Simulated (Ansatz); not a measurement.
# C6H20Ga2N2: the cost of one run

Computed with Ansatz 0.2.0, Gaussian basis. Level: one geometry, several basis sets.

Levels to be run: PBE0-D4/def2-SVP; ωB97M-V/def2-SVP; PBE0-D4/def2-QZVPP; ωB97M-V/def2-QZVPP; the functionals' def2-TZVPP values are taken from earlier runs.

### 1 Structure used throughout

All runs share one geometry, relaxed beforehand with PBE0-D4 in a triple-zeta def2 set.

SMILES `C[N+]1(C)[Ga@H-]([CH3])[N+](C)(C)[Ga@@H-]1[CH3]`, 30 atoms, charge 0, spin multiplicity 1.

Atoms are counted from 1 here; the program's logs count them from 0.

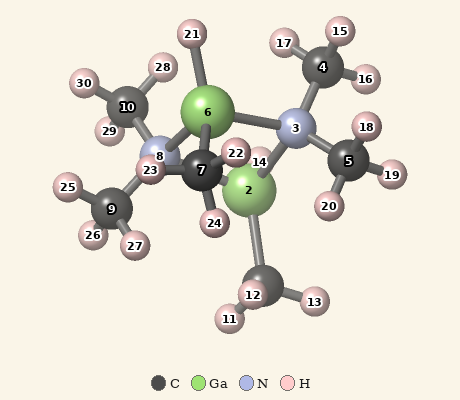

The geometry (carbon dark grey, gallium green, nitrogen light blue, hydrogen pink); atoms are numbered from 1 in the order of the file.

### 2 PBE0-D4 in def2-SVP

The input, in.yaml:

```yaml
crystal:
  periodic: [false, false, false]
  atoms:
    - {symbol: C, position_ang: [-2.325755, -0.698929, 1.095522]}
    - {symbol: Ga, position_ang: [-0.355876, -0.832640, 1.157864]}
    - {symbol: N, position_ang: [0.481305, 1.009087, 0.976796]}
    - {symbol: C, position_ang: [1.714107, 1.149816, 1.747214]}
    - {symbol: C, position_ang: [-0.414691, 2.120108, 1.276211]}
    - {symbol: Ga, position_ang: [0.819094, 0.697255, -1.001751]}
    - {symbol: C, position_ang: [-0.597168, 1.552290, -2.081245]}
    - {symbol: N, position_ang: [0.380082, -1.260664, -0.686363]}
    - {symbol: C, position_ang: [-0.590575, -1.827253, -1.615664]}
    - {symbol: C, position_ang: [1.568966, -2.107769, -0.639653]}
    - {symbol: H, position_ang: [-2.776512, -1.688000, 0.982731]}
    - {symbol: H, position_ang: [-2.674771, -0.077085, 0.267460]}
    - {symbol: H, position_ang: [-2.712935, -0.268050, 2.022142]}
    - {symbol: H, position_ang: [0.454900, -1.655593, 2.231384]}
    - {symbol: H, position_ang: [2.230600, 2.085314, 1.500066]}
    - {symbol: H, position_ang: [1.509746, 1.147506, 2.824821]}
    - {symbol: H, position_ang: [2.396143, 0.325449, 1.534771]}
    - {symbol: H, position_ang: [0.048044, 3.082272, 1.023111]}
    - {symbol: H, position_ang: [-0.670028, 2.147491, 2.342981]}
    - {symbol: H, position_ang: [-1.341164, 2.030889, 0.708956]}
    - {symbol: H, position_ang: [2.365470, 0.832054, -1.280323]}
    - {symbol: H, position_ang: [-0.482418, 2.639047, -2.077173]}
    - {symbol: H, position_ang: [-0.541910, 1.222638, -3.121641]}
    - {symbol: H, position_ang: [-1.599165, 1.321599, -1.711142]}
    - {symbol: H, position_ang: [-0.173945, -1.901822, -2.627990]}
    - {symbol: H, position_ang: [-0.892125, -2.836401, -1.308041]}
    - {symbol: H, position_ang: [-1.485436, -1.206731, -1.663187]}
    - {symbol: H, position_ang: [2.306098, -1.697545, 0.051890]}
    - {symbol: H, position_ang: [1.319687, -3.121289, -0.302556]}
    - {symbol: H, position_ang: [2.040243, -2.183052, -1.627190]}
basis:
  gaussian: {orbitals: def2-SVP}
hamiltonian: {xc: pbe0, dispersion: d4}
output: {orbitals: {seedname: orbitals}}
```

The run is started by

```
$ ansatz run in.yaml --threads 11 --pin off --events-out ev --progress --plain --max-ram 110592MiB --backend cpu
```

**Question.** How long does this run take on 11 threads of AMD EPYC 7R13, shared host, and how much memory does it need?

About 7 s, with a peak of 2.2 GiB.
